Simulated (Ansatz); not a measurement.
Relaxed BAs (zinc blende):

```
BAs
1.0
    0.00000     2.40467     2.40467
    2.40467     0.00000     2.40467
    2.40467     2.40467     0.00000
As B
1 1
Direct
  0.75000   0.75000   0.75000
  0.00000   0.00000   0.00000
```

Two-dimensional scan of atom 2 (B, nearest neighbour As at 2.083 Å; its periodic images, 3.4 Å or more away, move with it): u runs along (1.000, 0.000, 0.000), v along (0.000, 1.000, 0.000) (Cartesian). Cell and other atoms are fixed.

Calculation: PBE (plane waves to 420 eV, PAW, scalar-relativistic; Ansatz, an electronic-structure program). k mesh 10×10×10 (Γ-centred), Fermi-Dirac smearing 0.05 eV. E stands for the smeared free energy. As the smearing reaches across the gap at some points, energies and forces of such displacements shift with the k mesh and the smearing. BAs was relaxed with its symmetry unable to fall. ΔE is measured from the undisplaced structure. Axes are in Å.

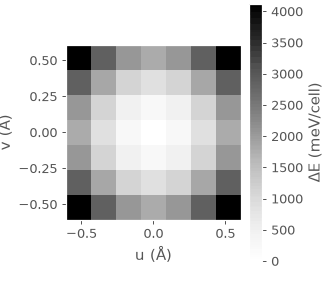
*ΔE (meV/cell) over the 7×7 grid of computed points.*

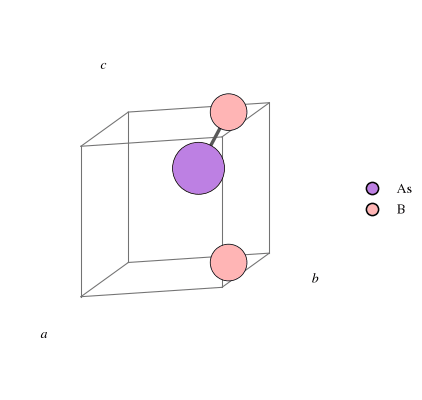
Figure. The cell of the calculation at u = -0.520 Å, v = 0.520 Å.

Centre of the map: a minimum. Highest place on the grid, met at several equal points: u = -0.520 Å, v = -0.520 Å; u = 0.520 Å, v = -0.520 Å; u = -0.520 Å, v = 0.520 Å; u = 0.520 Å, v = 0.520 Å (4125 meV/cell). Lowest place on the grid: u = 0.000 Å, v = 0.000 Å (0 meV/cell). Principal force constants in the plane (five-point differences of the forces): 15.9 eV/Å², isotropic.

(A displaced cell: forces are minus the slopes of the energy, force constants its curvatures, and phonons follow from these.)
